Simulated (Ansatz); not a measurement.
Consider WS$_{2}$ (space group P6_3/mmc, No. 194; a = 3.154 Å, c = 12.141 Å; layered, stacked along the Cartesian z axis). Axes: x lies along a and z along c of the hexagonal cell.

One thing is altered: uniaxial strain ε_zz = +3.00 %, all other strain components held at zero, atoms relaxed at fixed cell.

All numbers come from PBE-D3(BJ) (Ansatz, a quantum-chemistry and plane-wave program, PAW, no spin-orbit coupling).

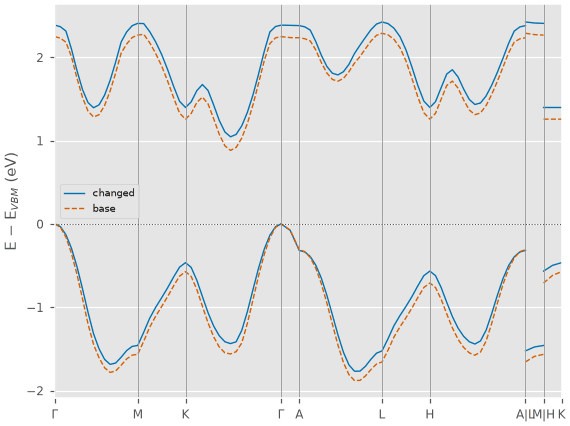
Highest valence and lowest conduction band along the path, each from its own valence-band maximum

Task: From the figure, how large is the changed gap, and is it direct?

Result: About 1.0 eV, indirect, Γ → K–Γ (47 % along).

Spin-orbit coupling, missing from the scalar runs, can matter with W. Whether these cells are dynamically stable was not tested.
